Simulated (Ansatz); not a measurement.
Bands of a (0,20) black phosphorus nanotube, along its axis.

The numbers are results of PBE (plane waves to 420 eV, PAW; Ansatz, a first-principles code), not measurements. Mesh 1×1×8. No spin polarisation. One-dimensional cell, images about 11 Å apart. A hypothetical model, rolled from the flat sheet. Only distortions within the start's symmetry and period were free.

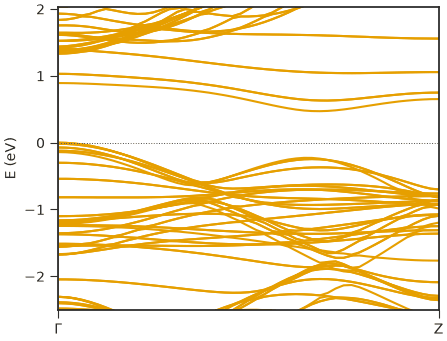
Bands from the zone centre to the zone edge (period 4.52 Å); the dotted line marks the highest filled level

**Question.** Is it a metal or a semiconductor at this level? Give what the bands show.

**Answer.** A semiconductor in PBE.
| Property | Result |
|---|---|
| PBE gap | 0.47 eV, indirect, from Γ to k = 0.344 × 2π/c |
